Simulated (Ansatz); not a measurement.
Geometry optimisation.

```
crystal:
  lattice:
    - [0.0, 3.066033, 3.066033]
    - [3.066033, 0.0, 3.066033]
    - [3.066033, 3.066033, 0.0]
  atoms:
    - { symbol: Ga, position: [0.0, 0.0, 0.0] }
    - { symbol: Sb, position: [0.25, 0.25, 0.25] }
  symmetry: { tolerance: 0.0003 }
kpoints:
  mp_grid: { grid: [6, 6, 6], shift: [0, 0, 0] }
magnetization:
  spin_polarized: false
scf:
  occupations: { method: methfessel_paxton, width: 0.3 }
hamiltonian:
  pseudopotentials: { kind: paw }
  xc: revpbe
basis:
  ecutwfc: 420
output:
  forces: true
  stress: true
  eigenvalues: true
relax:
  max_steps: 40
  cell: {}
```

Launched with:
```bash
ansatz run input.yaml --threads 1 --pin off --max-ram 2560MiB --backend cpu --events-out ev --progress --plain --runs-dir out
```

> How does the optimisation go?

The optimisation met its thresholds at geometry 4, counting the start as the first. The energy fell by about 18 meV/atom from the first step to the last. All forces vanish by symmetry, so only the cell moves. The volume grows from 28.8 to 30.8 Å³ per atom (+7 %), overshooting to 31.3 at step 2.

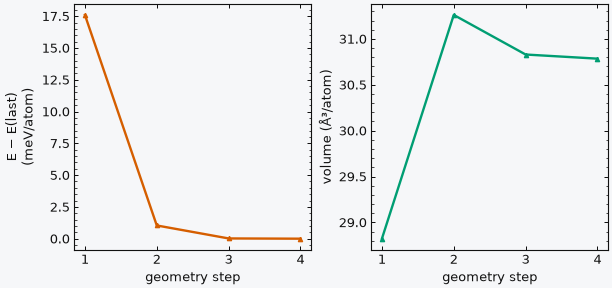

History of the run, step by step. Atoms and cell relax. A closing SCF on a freshly chosen basis isn't drawn.

> Is anything amiss with this input?

Its settings were drawn outside the usual range, so the numbers aren't converged properties of the system.
